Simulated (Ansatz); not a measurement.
# GeH3F (fluorogermane): levels of theory compared

We compute a comparison of 6 runs (UHF/STO-3G, BHLYP/STO-3G, wB97M-V/STO-3G, wB97X/STO-3G, CCSDTQ/STO-3G, UCCSD(T)/STO-3G) of GeH3F (fluorogermane). 

The calculation is run with Ansatz 0.2.0.

59 further runs of the same task are left out: 11 that didn't finish, 48 set aside as unsound or not needed.

## 1. The structure to begin with

The species is GeH3F (5 atoms), meant as a singlet with charge 0. SMILES: `[F][GeH3]`. The H3–Ge2 distance was set to 3.067 Å, away from the relaxed value. At this shape a bond of the SMILES string is far longer than usual.

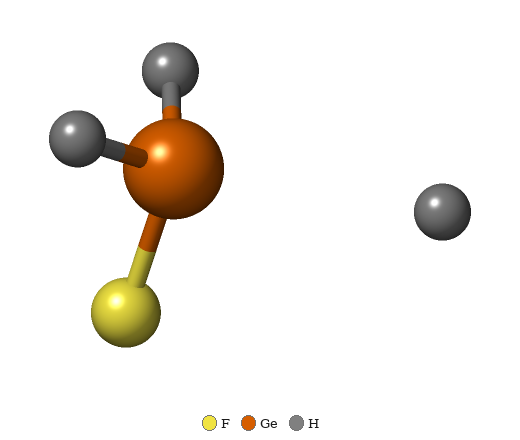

Viewed from a chosen angle; fluorine yellow, germanium orange, hydrogen grey.

## 2. The energy at UHF/STO-3G (run 1)

File molecule.yaml:

```yaml
crystal:
  periodic: [false, false, false]
  atoms:
    - symbol: F
      position_ang: [-2.309284, 0.944694, 0.430809]
    - symbol: Ge
      position_ang: [-1.194584, 0.428794, -0.804191]
    - symbol: H
      position_ang: [1.331000, -0.512000, 0.658600]
    - symbol: H
      position_ang: [-1.890584, -0.707606, -1.562591]
    - symbol: H
      position_ang: [-0.937684, 1.653994, -1.689491]
basis:
  gaussian: {orbitals: STO-3G}
magnetization: {spin_polarized: true, initial_magnetization: 0}
hamiltonian: {xc: hf}
accuracy: high
```

On the command line:

```bash
ansatz run molecule.yaml --threads 1 --pin off --max-ram 2610MiB --events-out events.jsonl --progress --plain --runs-dir runs
```

The program printed:

```text
Warning: RAYON_NUM_THREADS=1 ignored (pool sized by the plan → 1); use --threads N
Functional definition: HF
  name "HF"
  exchange = exact_x
  correlation = 0
380 factors; integrals over basis functions are off by at most 5.6e-9 eV
mean field evaluation 1: about -58533.8039 eV, gradient 1.5e1 eV
mean field evaluation 2: about -58533.8346 eV, gradient 1.5e1 eV
mean field evaluation 4: about -58538.3242 eV, gradient 2.1e0 eV
mean field evaluation 8: about -58538.3965 eV, gradient 2.0e-2 eV
mean field evaluation 16: about -58538.3965 eV, gradient 6.2e-5 eV
mean field evaluation 32: about -58541.9440 eV, gradient 2.3e-8 eV
mean field -58541.94400422 eV, -2151.3767610003 hartree, gradient 1.6e-8 eV, S^2 0.966266; 3 other end points of the search recorded, 0 dependent functions left out
reference -58541.94400422 eV, -2151.3767610003 hartree; 22, 22 occupied and 4, 4 virtual orbitals, 380 factors
Total energy: -58541.94400422 eV, -2151.3767610003 hartree
```

Run time: 0.42 s. Hardware: 1 thread of Arm Neoverse V1, shared host.

## 3. The energy at BHLYP/STO-3G (run 2)

File job.yaml:

```yaml
crystal:
  periodic: [false, false, false]
  atoms:
    - {symbol: F, position_ang: [-2.309284, 0.944694, 0.430809]}
    - {symbol: Ge, position_ang: [-1.194584, 0.428794, -0.804191]}
    - {symbol: H, position_ang: [1.331000, -0.512000, 0.658600]}
    - {symbol: H, position_ang: [-1.890584, -0.707606, -1.562591]}
    - {symbol: H, position_ang: [-0.937684, 1.653994, -1.689491]}
basis:
  gaussian:
    orbitals: STO-3G
hamiltonian:
  xc: {name: BHLYP}
accuracy: high
```

On the command line:

```bash
ansatz run job.yaml --threads 1 --pin off --max-ram 2610MiB --events-out events.jsonl --progress --plain --runs-dir runs
```

The program printed:

```text
Warning: RAYON_NUM_THREADS=1 ignored (pool sized by the plan → 1); use --threads N
Functional definition: BHLYP
  name "BHLYP"
  parameter a = 0.5
  exchange = (1 - a)*b88_x + a*exact_x
  correlation = lyp_c
380 factors; integrals over basis functions are off by at most 5.6e-9 eV
mean field evaluation 1: about -58581.5658 eV, gradient 2.4e1 eV
mean field evaluation 2: about -58577.9424 eV, gradient 2.2e1 eV
mean field evaluation 4: about -58586.6122 eV, gradient 7.7e0 eV
mean field evaluation 8: about -58587.0892 eV, gradient 5.9e-2 eV
mean field evaluation 16: about -58587.0883 eV, gradient 2.6e-5 eV
mean field -58587.08828625 eV, -2153.0357827650 hartree, gradient 4.2e-8 eV, S^2 0.000000; 0 other end points of the search recorded, 0 dependent functions left out
reference -58587.08830437 eV, -2153.0357834308 hartree; 22, 22 occupied and 4, 4 virtual orbitals, 380 factors
Total energy: -58587.08830437 eV, -2153.0357834308 hartree
```

It took 1.3 s on 1 thread of Arm Neoverse V1, shared host; peak memory 0.094 GiB.

Runs 3 to 5 aren't shown in full; the table further down has their settings and results.

## 4. A single-point energy at UCCSD(T)/STO-3G (run 6)

Changes to molecule.yaml since step 2:

```diff
@@ -15,4 +15,5 @@
   gaussian: {orbitals: STO-3G}
+correlation: {method: ccsd_t, frozen_orbitals: {F: 1, Ge: 9, H: 0}}
+accuracy: high
 magnetization: {spin_polarized: true, initial_magnetization: 0}
-hamiltonian: {xc: hf}
-accuracy: high
+scf: {omitted_lower_state_checks: [cluster_reference, increment]}
```

On the command line:

```bash
ansatz run molecule.yaml --threads 1 --pin off --max-ram 2610MiB --events-out events.jsonl --progress --plain --runs-dir runs
```

The program printed (excerpt; [...] marks lines left out):

```text
Warning: RAYON_NUM_THREADS=1 ignored (pool sized by the plan → 1); use --threads N
Functional definition: HF
  name "HF"
[...]
380 factors; integrals over basis functions are off by at most 5.6e-9 eV
[...]
mean field -58541.94400422 eV, -2151.3767610003 hartree, gradient 1.6e-8 eV, S^2 0.966266; 6 other end points of the search recorded, 0 dependent functions left out
10 core orbitals not correlated: weight in the atoms' cores, before any rotation towards them, 1.000 or more for the frozen orbitals, at most 0.000 for the correlated occupied ones
reference -58541.94400422 eV, -2151.3767610003 hartree; 12, 12 occupied and 4, 4 virtual orbitals, 380 factors
second order -1.30341396 eV of doubles, -0.00000000 eV of singles
cycle   1  -1.59609491 eV  change   -2.9e-1 eV  update   7.0e-2
[...]
cycle  33  -1.88902751 eV  change   4.2e-10 eV  update  3.2e-10
perturbative correction -0.09030059 eV, -0.0033184854 hartree
Total energy: -58543.92333232 eV, -2151.4494999662 hartree
Checks for a lower state left out: cluster_reference, increment
```

Run time: 0.78 s. Hardware: 1 thread of Arm Neoverse V1, shared host.

## 5. Overview of the runs

```csv
run,level,frozen core orbitals,energy (Eh),wall time
1,UHF/STO-3G,–,-2151.376761,0.42 s
2,BHLYP/STO-3G,–,-2153.035783,1.3 s
3,wB97M-V/STO-3G,–,-2153.071329,21 s
4,wB97X/STO-3G,–,-2153.033480,6 s
5,CCSDTQ/STO-3G,10,-2151.453661,24 s
6,UCCSD(T)/STO-3G,10,-2151.449500,0.78 s
```

## 6. What came out

```
                                           quantity           value
                                run 6: total energy  -2151.44950 Eh
run 6: correlation energy (10 core orbitals frozen)       -72.7 mEh
                              run 6: (T) correction       -3.32 mEh
           run 6: ⟨S²⟩ of the reference determinant           0.966
                               run 6: T1 diagnostic           0.018
```

Below the UHF energy at the same shape and in the same basis (STO-3G): CCSDTQ -76.9 mEh; UCCSD(T) -72.7 mEh. Some of these start from another determinant than that one, so these aren't their correlation energies. Totals of different functionals can't be ranked against each other. In run 5 the log says that unrestricted orbitals would lower the reference, so the values rest on an unstable closed-shell determinant (other closed-shell runs at this shape may share the fault). In runs 1, 2, 3, 4, 5, 6 the basis is minimal, so the values are rough. In runs 2, 3, 4 a closed-shell determinant meets a far-stretched bond, which it describes badly. Spin contamination of the reference: run 1 ⟨S²⟩ = 0.97, run 6 ⟨S²⟩ = 0.97. Where it is this large, the reference is a mixture of spin states, and values that rest on it are in doubt. All runs together took 54 s, the longest 24 s.
